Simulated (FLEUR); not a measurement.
**How the smearing moves the magnetism of MnHg**

Two starts of MnHg are run at each rung of the smearing. Which rung is enough?

Main program and level: FLEUR MaX-R8.1; PBEsol; all-electron FLAPW, Dirac cores, scalar-relativistic bands.

## 1. The structure

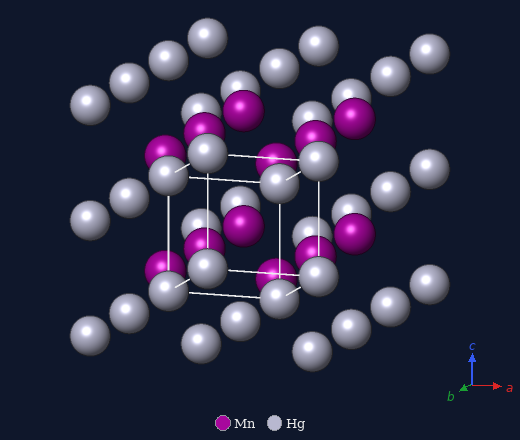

The starting structure, seen from a free direction (manganese purple, mercury light grey). 2×3×2 cells are drawn. Some periodic images of atoms are drawn too.

## 2. Rung 1 (width 0.5 eV), start ferro +

A wide smearing converges easily but acts like a high temperature on the moments; each rung narrows it.

inpgen writes inp.xml from crystal.txt; cutoffs, mixing, functional, smearing and local orbitals are then set in the file. The k list default-1 (kpts.xml, not shown) is a Γ-centred 8×8×8 mesh; where the ranks do not divide the number of points, some are split in two of half the weight.

inp.xml reads:

```
<?xml version="1.0" encoding="UTF-8" standalone="no"?>
<fleurInput fleurInputVersion="0.39">
   <comment>
      MnHg
   </comment>
   <calculationSetup>
      <cutoffs Kmax="3.6" Gmax="10.8" GmaxXC="10.8" numbands="0"/>
      <scfLoop itmax="90" minDistance="0.00002" maxIterBroyd="15" imix="Anderson" alpha="0.05" precondParam="0.0" spinf="2.0" sdNocoIR="T"/>
      <coreElectrons ctail="T" frcor="F" kcrel="0" coretail_lmax="0"/>
      <xcFunctional name="PBEs" relativisticCorrections="F"/>
      <magnetism jspins="2"/>
      <soc l_soc="F" theta="0.0" phi="0.0" spav="F"/>
      <expertModes spex="0" secvar="F"/>
      <geometryOptimization l_f="F" forcealpha="1.0" forcemix="BFGS" epsdisp="0.00001" epsforce="0.00001"/>
      <ldaU l_linMix="F" mixParam="0.05" spinf="1.0"/>
   </calculationSetup>
   <cell>
      <bzIntegration valenceElectrons="33.0" mode="hist" fermiSmearingEnergy="0.01837466">
         <kPointListSelection listName="default-1"/>
         <xi:include xmlns:xi="http://www.w3.org/2001/XInclude" href="kpts.xml"> </xi:include>
      </bzIntegration>
      <xi:include xmlns:xi="http://www.w3.org/2001/XInclude" href="sym.xml"> </xi:include>
      <bulkLattice scale="1.0">
         <bravaisMatrix>
            <row-1>    6.2644421030489994     0.0000000000000000     0.0000000000000000</row-1>
            <row-2>    0.0000000000000000     6.2644421030489994     0.0000000000000000</row-2>
            <row-3>    0.0000000000000000     0.0000000000000000     6.2644421030489994</row-3>
         </bravaisMatrix>
      </bulkLattice>
   </cell>
   <atomSpecies>
      <species name="Manganese 3.501" element="Mn" atomicNumber="25">
         <mtSphere radius="2.64" gridPoints="873" logIncrement="0.014"/>
         <atomicCutoffs lmax="10" lnonsphr="8"/>
         <electronConfig flipSpins="F">
            <coreConfig>(1s1/2) (2s1/2) (2p1/2) (2p3/2)</coreConfig>
            <valenceConfig>(3s1/2) (3p1/2) (3p3/2) (4s1/2) (3d3/2) (3d5/2)</valenceConfig>
            <stateOccupation state="(3d3/2)" spinUp="1.2505" spinDown="0.7495"/>
            <stateOccupation state="(3d5/2)" spinUp="3.0" spinDown="0.0"/>
         </electronConfig>
         <energyParameters s="4" p="4" d="3" f="4"/>
         <lo type="SCLO" l="0" n="3" eDeriv="0"/>
         <lo type="SCLO" l="1" n="3" eDeriv="0"/>
      </species>
      <species name="Mercury (Hg)" element="Hg" atomicNumber="80">
         <mtSphere radius="2.64" gridPoints="873" logIncrement="0.015"/>
         <atomicCutoffs lmax="10" lnonsphr="8"/>
         <electronConfig flipSpins="F">
            <coreConfig>(1s1/2) (2s1/2) (2p1/2) (2p3/2) (3s1/2) (3p1/2) (3p3/2) (4s1/2) (3d3/2) (3d5/2) (4p1/2) (4p3/2) (5s1/2) (4d3/2) (4d5/2) (4f5/2) (4f7/2)</coreConfig>
            <valenceConfig>(5p1/2) (5p3/2) (6s1/2) (5d3/2) (5d5/2)</valenceConfig>
         </electronConfig>
         <energyParameters s="6" p="6" d="5" f="5"/>
         <lo type="SCLO" l="1" n="5" eDeriv="0"/>
      </species>
   </atomSpecies>
   <atomGroups>
      <atomGroup species="Manganese 3.501">
         <relPos label="                   1">1.000/2.000 1.000/2.000 1.000/2.000</relPos>
         <force calculate="T" relaxXYZ="TTT"/>
      </atomGroup>
      <atomGroup species="Mercury (Hg)">
         <relPos label="                   2">.0000000000 .0000000000 .0000000000</relPos>
         <force calculate="T" relaxXYZ="TTT"/>
      </atomGroup>
   </atomGroups>
   <output dos="F" band="F" slice="F">
      <bandDOS minEnergy="-.5*Htr" maxEnergy="0.5*Htr" sigma="0.015" storeEVData="T"/>
      <plotting iplot="0" polar="F">
         <plot TwoD="T" vec1="  1.0  0.0  0.0" vec2="  0.0  1.0  0.0" vec3="  0.0  0.0  1.0" zero="  0.0  0.0  0.0" file="plot"/>
      </plotting>
      <moessbauerParams electricFieldGradient="F" isomerShift="F" coreHyperfine="F" valenceHyperfine="F"/>
   </output>
</fleurInput>
```

crystal.txt reads:

```
MnHg
&input film=F cartesian=F /
3.31500000000  0.00000000000  0.00000000000
0.00000000000  3.31500000000  0.00000000000
0.00000000000  0.00000000000  3.31500000000
1.8897261246
1.0 1.0 1.0

2
25 0.50000000000  0.50000000000  0.50000000000 : 3.501
80 0.00000000000  0.00000000000  0.00000000000

&kpt div1=8 div2=8 div3=8 gamma=T /
```

The run is started by

```sh
OMP_NUM_THREADS=1 inpgen -f crystal.txt > inpgen.log  # inp.xml is then edited as shown
OMP_NUM_THREADS=1 mpirun -n 4 fleur_MPI > fleur.log
```

Output:

```text
Welcome to FLEUR        (www.flapw.de)
      MaX-Release 8.1          (www.max-centre.eu)

 ========== k-point set info ==========
 Selected k-point list: default-1
 k-point list type: mesh
 0 x 0 x 0
 Number of k points: 36

 ------------Calculation Setup---------------------------
 Number of MPI-tasks      :            4
 Number of PE/node        :            4
 Number of OMP-threads    :            1
 k-points in parallel     :            4
 pe's per k-point         :            1
 No of k-point loops      :            9
 Eigenvalue solver        :       lapack
 Number of basis functions:          220
 Approximate size of matrices (H+S) per k-point:         0.001 GB
 --------------------------------------------------------
 Iteration:     1   Distance:      19.07601304 me/bohr^3
 Iteration:     2   Distance:      14.13468317 me/bohr^3
 Iteration:     3   Distance:       8.33252849 me/bohr^3
 Iteration:     4   Distance:       6.44483055 me/bohr^3
 Iteration:     5   Distance:       3.84186240 me/bohr^3
 Iteration:     6   Distance:       1.26739106 me/bohr^3
 Iteration:     7   Distance:       1.04313837 me/bohr^3
 Iteration:     8   Distance:       0.19912500 me/bohr^3
 Iteration:     9   Distance:       0.11213669 me/bohr^3
 Iteration:    10   Distance:       0.05891362 me/bohr^3
 Iteration:    11   Distance:       0.07033299 me/bohr^3
 Iteration:    12   Distance:       0.02080608 me/bohr^3
 Iteration:    13   Distance:       0.01402488 me/bohr^3
 Iteration:    14   Distance:       0.01046258 me/bohr^3
 Iteration:    15   Distance:       0.00318298 me/bohr^3
 Iteration:    16   Distance:       0.00315201 me/bohr^3
 Iteration:    17   Distance:       0.00296274 me/bohr^3
 Iteration:    18   Distance:       0.00023352 me/bohr^3
 Iteration:    19   Distance:       0.00007829 me/bohr^3
 Iteration:    20   Distance:       0.00002367 me/bohr^3
 Iteration:    21   Distance:       0.00002031 me/bohr^3
 Iteration:    22   Distance:       0.00000859 me/bohr^3

 ********************************************************************
 Run finished successfully
 Stop message:
   all done
 ********************************************************************

--- out.xml (last complete iteration) ---
<iteration numberForCurrentRun="   22" overallNumber="   22">
         [... left out ...]
         <bandgap value="0.0055595806" units="eV"/>
         <sumValenceSingleParticleEnergies value="-23.8186233819" units="Htr"/>
         <FermiEnergy value="0.3075710815" units="Htr"/>
         <valenceDensity>
            <mtCharges spin="1">
               <mtCharge atomType="1" total="8.7489483" s="1.2048780" p="3.1950319" d="4.3301882" f="0.0136865"/>
               <mtCharge atomType="2" total="8.3385643" s="0.4020061" p="3.2396280" d="4.6776536" f="0.0151596"/>
            </mtCharges>
            <mtCharges spin="2">
               <mtCharge atomType="1" total="5.3640374" s="1.1767238" p="3.1795043" d="0.9897178" f="0.0131210"/>
               <mtCharge atomType="2" total="8.3574929" s="0.4387124" p="3.2726030" d="4.6359322" f="0.0084972"/>
            </mtCharges>
            <spinDependentCharge spin="1" total="18.2026844" interstitial="1.1151719" mtSpheres="17.0875126"/>
            <spinDependentCharge spin="2" total="14.7973156" interstitial="1.0757853" mtSpheres="13.7215303"/>
            <totalCharge value="33.0000000000"/>
         </valenceDensity>
         [... left out ...]
         <magneticMomentsInMTSpheres units="muBohr">
            <globalMagMoment atomType="1" vec="0.00000   0.00000   3.38491"/>
            <localMagMoment atomType="1" vec="0.00000   0.00000   3.38491"/>
            <globalMagMoment atomType="2" vec="0.00000   0.00000  -0.01893"/>
            <localMagMoment atomType="2" vec="0.00000   0.00000  -0.01893"/>
         </magneticMomentsInMTSpheres>
         [... left out ...]
         <totalEnergy value="   -20813.9278054506" units="Htr">
            <sumOfEigenvalues value="   -12781.5983794084">
               <coreElectrons value="-12757.7797560265"/>
               <valenceElectrons value="-23.8186233819"/>
            </sumOfEigenvalues>
            <densityCoulombPotentialIntegral value="-36082.0230711661"/>
            <densityEffectivePotentialIntegral value="-36634.1977683276"/>
            <chargeDenXCDenIntegral value="-419.4677836477"/>
            <FockExchangeEnergyValence value="0.0000000000"/>
            <FockExchangeEnergyCore value="0.0000000000"/>
         [... left out ...]
            <tkbTimesEntropy value="0.0545992735"/>
            <freeEnergy value="-20813.9824047241"/>
            <extrapolationTo0K value="-20813.9551050873"/>
         </totalEnergy>
         <densityConvergence units="me/bohr^3">
            <chargeDensity spin="1" distance="0.0000060034"/>
            <chargeDensity spin="2" distance="0.0000042512"/>
            <overallChargeDensity distance="0.0000058710"/>
            <spinDensity distance="0.0000085883"/>
         </densityConvergence>
      </iteration>
```

Elapsed: 66 s, on 4 MPI ranks of Arm Neoverse N1, shared host; peak memory 0.24 GiB.

Spin moment in the muffin-tin sphere by atom:

```csv
atom,spin moment in the muffin-tin sphere (μB)
Mn1,3.38
Hg2,-0.02
```

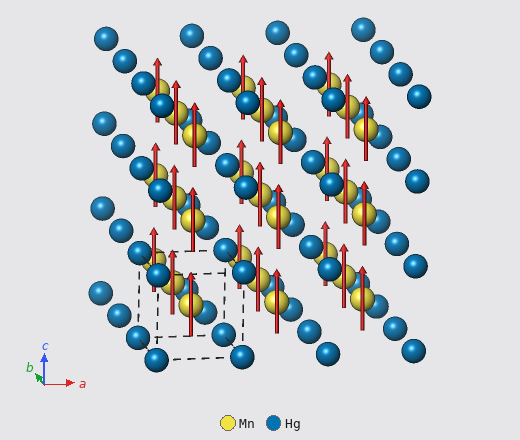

Spin moment in the muffin-tin sphere as arrows, the longest 3.38 μB. Up and down stand for the sign. Arrows give size and sign along the axis of quantisation, drawn up and down the page. 3×3×3 cells are drawn. Some periodic images of atoms are drawn too.

Numbers from this step:

```
free energy                                                       : -566377.3145 eV
program's band gap on this mesh (in a metal only a level spacing) : 0.005560 eV
magnetization                                                     : 3.405 μB
final state                                                       : ferromagnetic
```

After 22 cycles the largest moment stands at 3.38 μB.

## 3. Rung 1 (width 0.5 eV), start antiferro q=(0,1/2,1/2) +-

The second start gives the energy difference between the two end states, the quantity that is followed up the ladder. Its q is in fractions of the primitive cell's reciprocal vectors.

The k list default-1 (kpts.xml, not shown) is a Γ-centred 8×4×8 mesh.

inp.xml: that of step 2 with these lines changed.

```diff
@@ -17,3 +17,3 @@
    <cell>
-      <bzIntegration valenceElectrons="33.0" mode="hist" fermiSmearingEnergy="0.01837466">
+      <bzIntegration valenceElectrons="66.0" mode="hist" fermiSmearingEnergy="0.01837466">
          <kPointListSelection listName="default-1"/>
@@ -25,4 +25,4 @@
             <row-1>    6.2644421030489994     0.0000000000000000     0.0000000000000000</row-1>
-            <row-2>    0.0000000000000000     6.2644421030489994     0.0000000000000000</row-2>
-            <row-3>    0.0000000000000000     0.0000000000000000     6.2644421030489994</row-3>
+            <row-2>    0.0000000000000000    12.5288842060979988     0.0000000000000000</row-2>
+            <row-3>    0.0000000000000000     6.2644421030489994     6.2644421030489994</row-3>
          </bravaisMatrix>
@@ -39,2 +39,15 @@
             <stateOccupation state="(3d5/2)" spinUp="3.0" spinDown="0.0"/>
+         </electronConfig>
+         <energyParameters s="4" p="4" d="3" f="4"/>
+         <lo type="SCLO" l="0" n="3" eDeriv="0"/>
+         <lo type="SCLO" l="1" n="3" eDeriv="0"/>
+      </species>
+      <species name="Manganese -3.501" element="Mn" atomicNumber="25">
+         <mtSphere radius="2.64" gridPoints="873" logIncrement="0.014"/>
+         <atomicCutoffs lmax="10" lnonsphr="8"/>
+         <electronConfig flipSpins="F">
+            <coreConfig>(1s1/2) (2s1/2) (2p1/2) (2p3/2)</coreConfig>
+            <valenceConfig>(3s1/2) (3p1/2) (3p3/2) (4s1/2) (3d3/2) (3d5/2)</valenceConfig>
+            <stateOccupation state="(3d3/2)" spinUp="0.7495" spinDown="1.2505"/>
+            <stateOccupation state="(3d5/2)" spinUp="0.0" spinDown="3.0"/>
          </electronConfig>
@@ -57,3 +70,7 @@
       <atomGroup species="Manganese 3.501">
-         <relPos label="                   1">1.000/2.000 1.000/2.000 1.000/2.000</relPos>
+         <relPos label="                   1">1.000/2.000 .0000000000 1.000/2.000</relPos>
+         <force calculate="T" relaxXYZ="TTT"/>
+      </atomGroup>
+      <atomGroup species="Manganese -3.501">
+         <relPos label="                   2">1.000/2.000 1.000/2.000 1.000/2.000</relPos>
          <force calculate="T" relaxXYZ="TTT"/>
@@ -61,3 +78,4 @@
       <atomGroup species="Mercury (Hg)">
-         <relPos label="                   2">.0000000000 .0000000000 .0000000000</relPos>
+         <relPos label="                   3">.0000000000 .0000000000 .0000000000</relPos>
+         <relPos label="                   4">.0000000000 1.000/2.000 .0000000000</relPos>
          <force calculate="T" relaxXYZ="TTT"/>
```

crystal.txt reads:

```
MnHg
&input film=F cartesian=F /
3.31500000000  0.00000000000  0.00000000000
0.00000000000  6.63000000000  0.00000000000
0.00000000000  3.31500000000  3.31500000000
1.8897261246
1.0 1.0 1.0

4
25 0.50000000000  0.00000000000  0.50000000000 : 3.501
25 0.50000000000  0.50000000000  0.50000000000 : -3.501
80 0.00000000000  0.00000000000  0.00000000000
80 0.00000000000  0.50000000000  0.00000000000

&kpt div1=8 div2=4 div3=8 gamma=T /
```

Output:

```text
[banner, memory and clock lines left out]
Welcome to FLEUR        (www.flapw.de)
      MaX-Release 8.1          (www.max-centre.eu)

 ========== k-point set info ==========
 Selected k-point list: default-1
 k-point list type: mesh
 0 x 0 x 0
 Number of k points: 68

 [... set-up left out ...]
 Iteration:     1   Distance:      19.02956112 me/bohr^3
 Iteration:     2   Distance:      14.06636013 me/bohr^3
 Iteration:     3   Distance:       8.30918465 me/bohr^3
 Iteration:     4   Distance:       6.40556935 me/bohr^3
 Iteration:     5   Distance:       3.83676456 me/bohr^3
 Iteration:     6   Distance:       1.24304301 me/bohr^3
 Iteration:     7   Distance:       0.96166464 me/bohr^3
 Iteration:     8   Distance:       0.27180107 me/bohr^3
[... lines left out ...]
 Iteration:    17   Distance:       0.00028533 me/bohr^3
 Iteration:    18   Distance:       0.00015775 me/bohr^3
 Iteration:    19   Distance:       0.00007043 me/bohr^3
 Iteration:    20   Distance:       0.00005661 me/bohr^3
 Iteration:    21   Distance:       0.00002361 me/bohr^3
 Iteration:    22   Distance:       0.00000668 me/bohr^3

 ********************************************************************
 Run finished successfully
 Stop message:
   all done
 ********************************************************************

--- out.xml (last complete iteration) ---
<iteration numberForCurrentRun="   22" overallNumber="   22">
         [... left out ...]
         <bandgap value="0.0000000038" units="eV"/>
         <sumValenceSingleParticleEnergies value="-47.6298615745" units="Htr"/>
         <FermiEnergy value="0.3075048581" units="Htr"/>
         [... left out ...]
         <magneticMomentsInMTSpheres units="muBohr">
            <globalMagMoment atomType="1" vec="0.00000   0.00000   3.37776"/>
            <globalMagMoment atomType="2" vec="0.00000   0.00000  -3.37776"/>
            <globalMagMoment atomType="3" vec="0.00000   0.00000   0.00000"/>
         </magneticMomentsInMTSpheres>
         [... left out ...]
         <totalEnergy value="   -41627.8500928734" units="Htr">
            <sumOfEigenvalues value="   -25563.1455696002">
               <coreElectrons value="-25515.5157080257"/>
               <valenceElectrons value="-47.6298615745"/>
            </sumOfEigenvalues>
         [... left out ...]
            <freeEnergy value="-41627.9633341782"/>
            <extrapolationTo0K value="-41627.9067135258"/>
         </totalEnergy>
         <densityConvergence units="me/bohr^3">
            <chargeDensity spin="1" distance="0.0000046336"/>
            <chargeDensity spin="2" distance="0.0000046344"/>
            <overallChargeDensity distance="0.0000066774"/>
            <spinDensity distance="0.0000064272"/>
         </densityConvergence>
      </iteration>
```

The job ended after 5.7 min (4 MPI ranks; peak memory 0.4 GiB).

Spin moment in the muffin-tin sphere by atom:

```csv
atom,spin moment in the muffin-tin sphere (μB)
Mn1,3.38
Mn2,-3.38
Hg3,0.00
Hg4,0.00
```

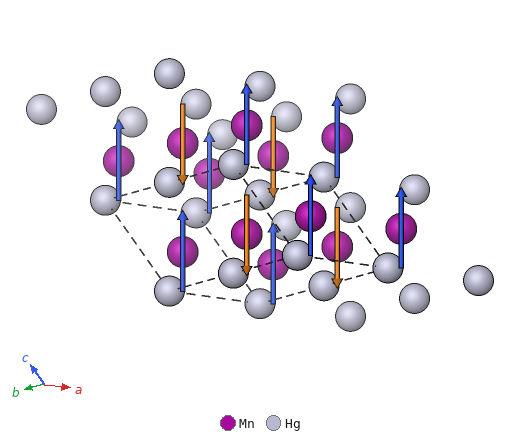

Spin moment in the muffin-tin sphere as arrows, the longest 3.38 μB. Up and down stand for the sign. Arrows give size and sign along the axis of quantisation, drawn up and down the page. The two directions have two colours. 2×1×2 cells are drawn. Some periodic images of atoms are drawn too.

This step gave:

```yaml
free_energy: -1132754.5889 eV
program_s_band_gap_on_this_mesh_in_a_metal_only_a_level_spacing: 3.80e-9 eV
magnetization: 0 μB
final_state: antiferromagnetic
```

This start lies +20.1 meV a seeded atom from the first; its largest moment is 3.38 μB.

(Part 1 of 4 ends here.)

[Logs and program files are shortened in this print: banners, set-up blocks, solver, clock and traceback lines can be left out without a mark of their own.]

[Logs are printed without paths, hosts, clocks, repeated set-up lines and the standing remarks that a program may print on its own settings, such as how far it seeks lower states.]

[Hosts, paths, dates, database ids (printed as entryN), source tags and the programs' standing remarks are cut or masked in the printed files.]

[Where a cell is said to come from a database of computed structures, the database is the Materials Project.]
